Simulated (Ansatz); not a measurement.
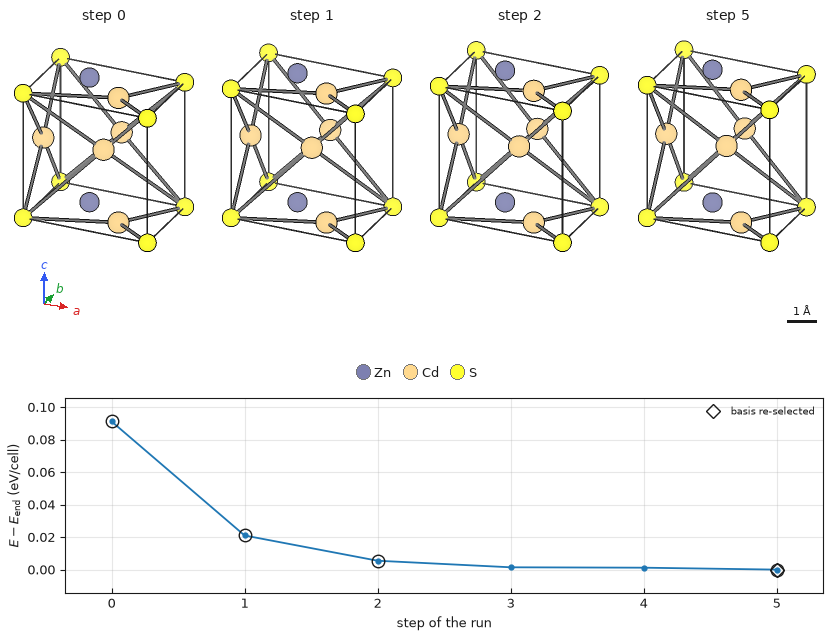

Frames of a relaxation of solid ZnCd₄S (a generated structure, set up in P-6m2), marked on the history of the run. A ball-and-stick model of the cell of the calculation, seen slightly off an axis.

Theory: DFT PBE, scalar-relativistic, plane waves, PAW in Ansatz.

Input file:
```yaml
crystal:
  lattice:
    - [5.94490792, 0.0, 0.0]
    - [-2.97245396, 5.14844128, 0.0]
    - [0.0, 0.0, 4.48157057]
  atoms:
    - { symbol: Zn, position: [0.33333333, 0.66666667, 0.0] }
    - { symbol: Cd, position: [0.66666667, 0.33333333, 0.0] }
    - { symbol: Cd, position: [0.010165, 0.5050825, 0.5] }
    - { symbol: Cd, position: [0.4949175, 0.5050825, 0.5] }
    - { symbol: Cd, position: [0.4949175, 0.989835, 0.5] }
    - { symbol: S, position: [0.0, 0.0, 0.0] }
basis:
  ecutwfc: 420
kpoints:
  mp_grid: { grid: [6, 6, 8] }
hamiltonian:
  xc: pbe
scf:
  occupations: { method: gaussian, width: 0.1 }
output:
  forces: true
  stress: true
  eigenvalues: true
  write_density: true
  write_potential: true
  elf: true
  volumetric_format: npy
relax:
  adjacent_minimum: "off"
  f_tol: 0.01
  max_steps: 80
  cell: { stress_tol: 0.05 }
```

Command:
```bash
ansatz run input.yaml --threads 1 --pin off --max-ram 2560MiB --backend cpu --events-out ev --progress --plain --runs-dir out
```

### Describe the path.

The largest moves relative to the cell, 0.025 Å, are those of Cd3, Cd4 and Cd5. Cd3 goes along [−2 −1 0]. S and Zn stay in place. The volume changes by +3.4 %, with a = b 5.945 → 5.858 Å (−1.5 %), c 4.482 → 4.772 Å (+6.5 %). Near-neighbour distances that change, for instance: Cd2–Cd3 2.855 → 2.940 Å, Cd3–S6 3.723 → 3.778 Å, Cd2–S6 3.432 → 3.382 Å. The space group stays P-6m2 (No. 187). After 4 accepted moves (5 points after the start) the energy has fallen by 91.2 meV per cell of the calculation. Largest force component: 0.18 eV/Å at the start, 0.00098 eV/Å at the end. The pressure goes from 1.85 to −0.02 GPa. At 1 point the geometry stayed and the basis and grid were re-selected for the new cell (energy shift of 1.2 meV per cell of the calculation at most each time). From step 0 to 1: Cd atoms move most (0.03 Å), volume +3.5 %, energy −70.2 meV per cell of the calculation. From step 1 to 2: volume +0.6 %, energy −15.5 meV per cell of the calculation. From step 2 to 5: volume −0.7 %, energy −5.5 meV per cell of the calculation.

```tsv
step	E − E(0), meV/atom	largest force component, eV/Å	pressure, GPa	volume, Å³/atom	note
0	0.00	0.1832	1.85	22.861	
1	-11.69	0.1004	0.08	23.669	
2	-14.28	0.0744	-0.26	23.808	
3	-14.96	0.0155	-0.08	23.663	
4	-15.00	0.0010	-0.02	23.634	
5	-15.19	0.0010	-0.02	23.634	same geometry, new basis
```
